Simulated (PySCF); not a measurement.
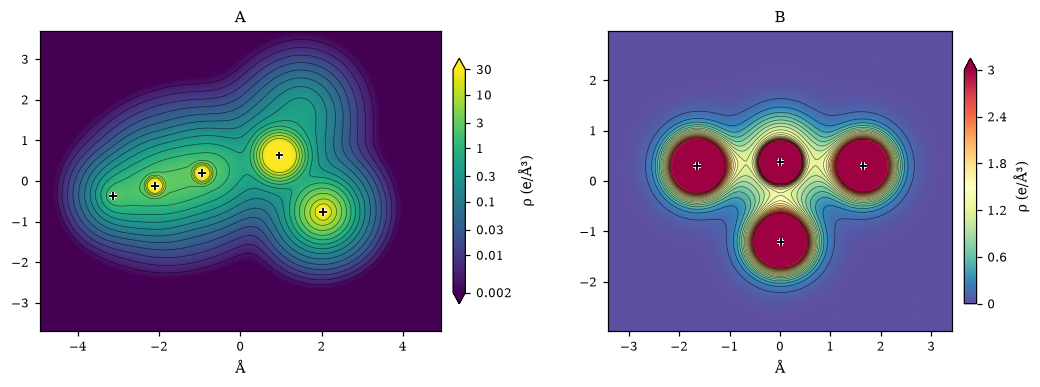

The electron density of 2 systems, each on a plane through atoms (crosses mark nuclei in the plane).

Computed with PBE0/def2-SVPD, SCF density, gas phase in PySCF.

System 1: F₄S, the plane of atoms F4, S2 and F5. Geometry: PBE0-D3(BJ)/def2-SVP.

```xyz
5

F    -0.0449    1.3169   -0.0745
S    -0.2902   -0.2097    0.2543
F    -1.2616   -0.2652   -1.0878
F     0.8364   -0.0534    1.4613
F     0.8352   -0.8990   -0.6154
```

System 2: C₄H₅FGaN, the plane of atoms C2, Ga3 and F4. Geometry: GFN2-xTB.

```xyz
12

C     3.0962    0.2533    1.7881
C     2.4888    0.1106    0.7547
Ga    1.5764   -0.0481   -0.9628
F     0.9429    1.4647   -1.5999
N    -0.3508   -0.6583   -0.3407
C    -1.4052   -0.2240   -0.2132
C    -2.7208    0.2918   -0.0564
H     3.6196    0.3611    2.6982
H     1.9162   -1.0747   -2.0366
H    -2.8720    0.6003    0.9781
H    -3.4549   -0.4683   -0.3234
H    -2.8351    1.1558   -0.7122
```

Which map belongs to which system?

Panel A is system 2, C₄H₅FGaN: the plane holds C, Ga, F and H. C–C (1.21 Å): ρ at the midpoint is about 2.7 e/Å³. Panel B is system 1, F₄S: the plane holds S and F. S–F (1.58 Å): ρ is about 1.6 e/Å³ halfway.
